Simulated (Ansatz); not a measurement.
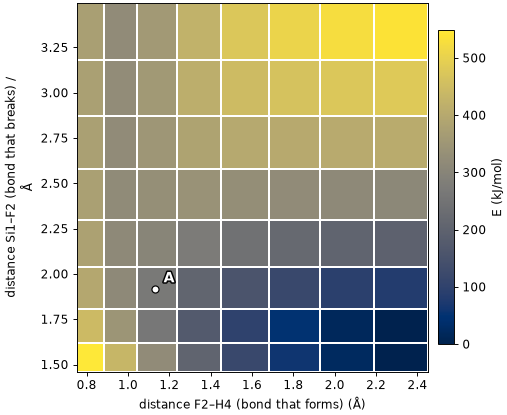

The reacting system Cl2FH2NSi (fragments Cl₂FH₂NSi where the first distance is long, Cl₂HNSi + FH where the second is long). First axis: distance F2–H4 (bond that forms). Second axis: distance Si1–F2 (bond that breaks). Relaxed at each point: all other coordinates. The grid has 8 × 8 points. Points are written as (first, second). All energies are given in kJ/mol relative to the lowest grid point. Energies and slopes of some neighbouring points disagree (a jump in structure or state, or too coarse a mesh). The reference is spin-restricted, so regions where a bond is pulled apart into radicals lie too high. These are results of RKS B3LYP-D4/def2-SVP (Ansatz), not measurements.

In the figure: one coloured cell a grid point, the point A.

> Which way does the force act at A, and how strong is it?

A, at (1.132 Å, 1.915 Å), is not a stationary point. The computed force is 280 kJ/mol for each Å towards larger values of the first coordinate and 117 kJ/mol for each Å towards smaller values of the second coordinate.
